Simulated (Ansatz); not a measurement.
**AlH₆NO (built from SMILES O.[NH2][AlH2]): molecular dynamics**

The task is to watch the atoms for 30 steps of 1.0 fs, started with velocities for 700 K and run at constant energy, and see to which side of the barrier the system falls.

Computed with Ansatz 0.2.0, Gaussian basis. Level: PBE0-D4/def2-SVP.

## (1) Starting geometry

The start, a first-order saddle point found at PBE0-D4 in triple zeta: 9 atoms, charge 0, spin multiplicity 1.

Atoms are counted from 1 here; the program's logs count them from 0.

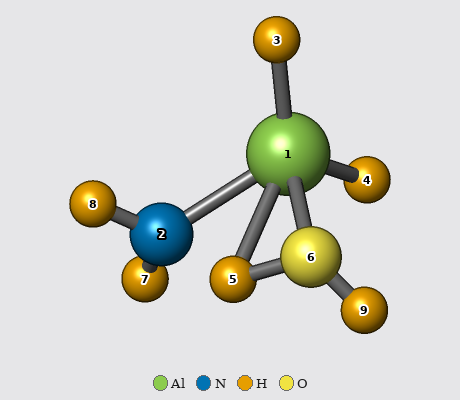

Start geometry, drawn with aluminium green, nitrogen blue, hydrogen amber, oxygen yellow; atoms are numbered from 1 in the order of the file.

Coordinates:

```
Al   -0.2498   -0.7436    0.5559
N    -0.5004    1.0671    0.0267
H    -1.4957   -1.6932    0.3100
H     0.7400   -0.9039    1.7934
H     0.4359    0.4153   -0.8792
O     0.8172   -0.6272   -1.0412
H    -0.1405    1.8143    0.6047
H    -1.3804    1.3705   -0.3680
H     1.7738   -0.6995   -1.0023
```

## (2) Dynamics

Contents of md/in.yaml:

```yaml
crystal:
  periodic: [false, false, false]
  atoms:
    - {symbol: Al, position_ang: [-0.249822, -0.743599, 0.555919]}
    - {symbol: N, position_ang: [-0.500379, 1.067138, 0.026663]}
    - {symbol: H, position_ang: [-1.495689, -1.693224, 0.309956]}
    - {symbol: H, position_ang: [0.740005, -0.903891, 1.793417]}
    - {symbol: H, position_ang: [0.435880, 0.415349, -0.879208]}
    - {symbol: O, position_ang: [0.817156, -0.627152, -1.041236]}
    - {symbol: H, position_ang: [-0.140479, 1.814284, 0.604717]}
    - {symbol: H, position_ang: [-1.380426, 1.370501, -0.367963]}
    - {symbol: H, position_ang: [1.773754, -0.699505, -1.002266]}
basis:
  gaussian: {orbitals: def2-SVP}
hamiltonian: {xc: pbe0, dispersion: d4}
md: {n_steps: 30, timestep: 1.0, temperature: 700, ensemble: nve, seed: 914, initial_velocities: maxwell_boltzmann}
```

Command:

```bash
$ ansatz run in.yaml --threads 2 --pin off --events-out ev --progress --plain --max-ram 4352MiB
```

The log of the run, shortened:

```text
Functional definition: PBE0
  name "PBE0"
  cite "Adamo & Barone, J. Chem. Phys. 110, 6158 (1999) doi:10.1063/1.478522"
  cite "Perdew, Burke & Ernzerhof, Phys. Rev. Lett. 77, 3865 (1996) doi:10.1103/PhysRevLett.77.3865"
  parent pbe
[...]
799 factors; integrals over basis functions are off by at most 2.4e-4 eV
[...]
mean field -10220.94812835 eV, -375.6129157094 hartree, gradient 1.3e-5 eV, S^2 0.000000; 0 other end points of the search recorded, 0 dependent functions left out
[...]
reference -10220.94815631 eV, -375.6129167369 hartree; 17, 17 occupied and 59, 59 virtual orbitals, 799 factors
md step     0: t =     0.00 fs  T =   700.0 K  F+E_penalty+E_count = -10221.05162915 eV  E_kin = 0.633374 eV  conserved = -10220.41825515 eV  (23 SCF iters)
[...]
md step     7: t =     7.00 fs  T =   360.6 K  F+E_penalty+E_count = -10220.73910990 eV  E_kin = 0.326305 eV  conserved = -10220.41280522 eV  (24 SCF iters, 3 dispersion substeps)
[...]
md step    14: t =    14.00 fs  T =   334.2 K  F+E_penalty+E_count = -10220.72024707 eV  E_kin = 0.302435 eV  conserved = -10220.41781243 eV  (24 SCF iters, 3 dispersion substeps)
[...]
md step    21: t =    21.00 fs  T =   355.1 K  F+E_penalty+E_count = -10220.73115422 eV  E_kin = 0.321319 eV  conserved = -10220.40983483 eV  (24 SCF iters, 3 dispersion substeps)
[...]
md step    28: t =    28.00 fs  T =   373.0 K  F+E_penalty+E_count = -10220.75775759 eV  E_kin = 0.337504 eV  conserved = -10220.42025346 eV  (24 SCF iters, 3 dispersion substeps)
[...]
md step    29: t =    29.00 fs  T =   364.8 K  F+E_penalty+E_count = -10220.74741957 eV  E_kin = 0.330036 eV  conserved = -10220.41738364 eV  (24 SCF iters, 3 dispersion substeps)
[...]
md step    30: t =    30.00 fs  T =   301.1 K  F+E_penalty+E_count = -10220.68490916 eV  E_kin = 0.272444 eV  conserved = -10220.41246508 eV  (24 SCF iters, 3 dispersion substeps)
Total energy: -10220.68493779 eV, -375.6032436347 hartree
Atom 0 at    -0.272471    -0.709827     0.592813 Å, force    -0.599012     0.476653    -1.868908 eV/Å
Atom 1 at    -0.555563     1.054260     0.078700 Å, force     1.275618    -0.752756     0.652411 eV/Å
Atom 2 at    -1.334111    -1.755646     0.045233 Å, force    -0.030578    -0.278116     0.395227 eV/Å
Atom 3 at     0.615476    -0.596955     1.843464 Å, force     0.470554    -0.308662     0.700707 eV/Å
Atom 4 at     0.802769     0.384263    -1.079038 Å, force     0.018595    -1.898831     0.129068 eV/Å
Atom 5 at     0.882802    -0.665921    -1.112356 Å, force    -0.263555     1.499133     0.402372 eV/Å
Atom 6 at    -0.306740     1.633121     0.861375 Å, force     0.341472     0.586388     0.463808 eV/Å
Atom 7 at    -1.241790     1.567045    -0.406775 Å, force    -1.289647     0.361828    -0.922991 eV/Å
Atom 8 at     1.728603    -1.038014    -1.387435 Å, force     0.076553     0.314364     0.048306 eV/Å
Dipole moment:     0.455413     0.245021    -0.310915 e Å
```

Run time: 37 s. Hardware: 2 threads of Arm Neoverse V2, shared host.

## (3) Frames and traces

Step by step:

```
time (fs)  T (K)  potential (meV)  potential + kinetic (meV)  Al1–O6 (Å)  N2–H5 (Å)  Al1–N2 (Å)  H5–O6 (Å)
     0.00    700              0.0                        0.0       1.924      1.457       1.903      1.122
     1.00    649             49.6                        3.1       1.927      1.460       1.902      1.091
     2.00    558            134.6                        6.4       1.929      1.466       1.900      1.065
     3.00    479            206.0                        6.2       1.932      1.472       1.898      1.049
     4.00    417            262.2                        6.0       1.935      1.477       1.896      1.043
     5.00    370            305.7                        7.1       1.939      1.483       1.895      1.049
     6.00    351            322.6                        7.2       1.944      1.492       1.895      1.064
     7.00    361            312.5                        5.4       1.948      1.506       1.897      1.085
     8.00    370            301.9                        3.1       1.953      1.527       1.899      1.107
     9.00    343            325.7                        2.8       1.958      1.556       1.903      1.124
    10.00    280            386.5                        6.2       1.962      1.590       1.906      1.132
    11.00    231            433.5                        9.5       1.967      1.629       1.909      1.127
    12.00    246            419.0                        7.9       1.971      1.671       1.912      1.106
    13.00    301            364.8                        3.8       1.976      1.716       1.913      1.069
    14.00    334            331.4                        0.4       1.981      1.763       1.914      1.019
    15.00    303            361.1                        2.0       1.987      1.808       1.914      0.968
    16.00    259            410.2                       11.5       1.993      1.843       1.914      0.934
    17.00    324            348.5                        8.3       1.999      1.860       1.914      0.934
    18.00    449            223.3                       -3.6       2.005      1.859       1.913      0.968
    19.00    476            201.0                       -1.4       2.011      1.852       1.910      1.016
    20.00    410            268.8                        6.3       2.017      1.844       1.907      1.059
    21.00    355            320.5                        8.4       2.023      1.841       1.903      1.082
    22.00    353            320.2                        6.4       2.029      1.843       1.897      1.083
    23.00    378            295.4                        4.4       2.035      1.851       1.891      1.059
    24.00    394            278.6                        1.7       2.041      1.866       1.885      1.018
    25.00    363            306.1                        1.1       2.046      1.886       1.880      0.969
    26.00    303            368.0                        8.8       2.050      1.904       1.876      0.934
    27.00    313            358.2                        7.8       2.054      1.913       1.873      0.931
    28.00    373            293.9                       -2.0       2.057      1.911       1.869      0.963
    29.00    365            304.2                        0.9       2.059      1.907       1.865      1.010
    30.00    301            366.7                        5.8       2.060      1.906       1.859      1.054
```

Energies count from the start.

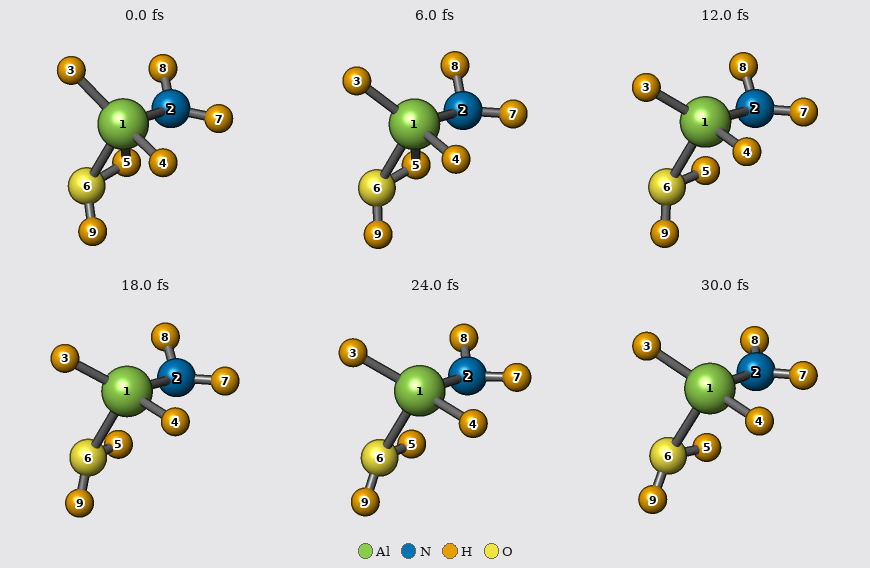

Six frames.

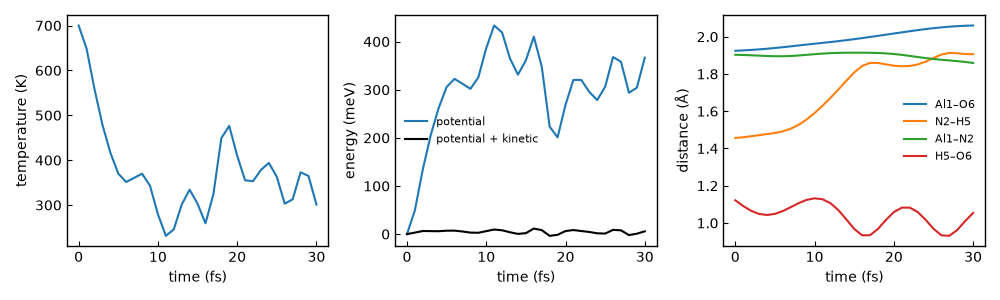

Temperature, energies and the distances followed.

Positions (Å) and forces (eV/Å) at 12.00 fs:

```xyz
9

Al   -0.281   -0.728    0.557    0.658   -0.131    0.057
N    -0.485    1.105    0.053    0.564   -1.399   -0.163
H    -1.138   -2.067    0.437   -0.510    0.354   -0.453
H     0.535   -0.878    1.872    0.573    0.218    0.519
H     0.597    0.418   -1.020   -0.223   -1.763    0.355
O     0.844   -0.660   -1.061    0.181    2.206   -0.442
H    -0.247    1.834    0.706    0.064    0.267    0.371
H    -1.405    1.269   -0.289   -1.040    0.673   -0.568
H     1.777   -0.704   -1.321   -0.266   -0.427    0.324
```

Positions (Å) and forces (eV/Å) at 30.00 fs:

```xyz
9

Al   -0.272   -0.710    0.593   -0.599    0.477   -1.869
N    -0.556    1.054    0.079    1.276   -0.753    0.652
H    -1.334   -1.756    0.045   -0.031   -0.278    0.395
H     0.615   -0.597    1.843    0.471   -0.309    0.701
H     0.803    0.384   -1.079    0.019   -1.899    0.129
O     0.883   -0.666   -1.112   -0.264    1.499    0.402
H    -0.307    1.633    0.861    0.341    0.586    0.464
H    -1.242    1.567   -0.407   -1.290    0.362   -0.923
H     1.729   -1.038   -1.387    0.077    0.314    0.048
```

## (4) Results

```
                                                 quantity              value
                                                   length  30 steps, 30.0 fs
                                 temperature at the start              700 K
                            mean temperature, second half              357 K
lowest and highest potential energy, from the first frame      0 and 433 meV
                    largest change of potential + kinetic           11.5 meV
```

By the last frame it has moved back towards the start side of the step. With no thermostat the total energy should stay fixed; it holds within 11.5 meV, or 3 % of the mean kinetic energy of 342 meV, more than a sound time step leaves. The instant temperature ranges from 231 to 700 K, as energy passes between motion and strain.
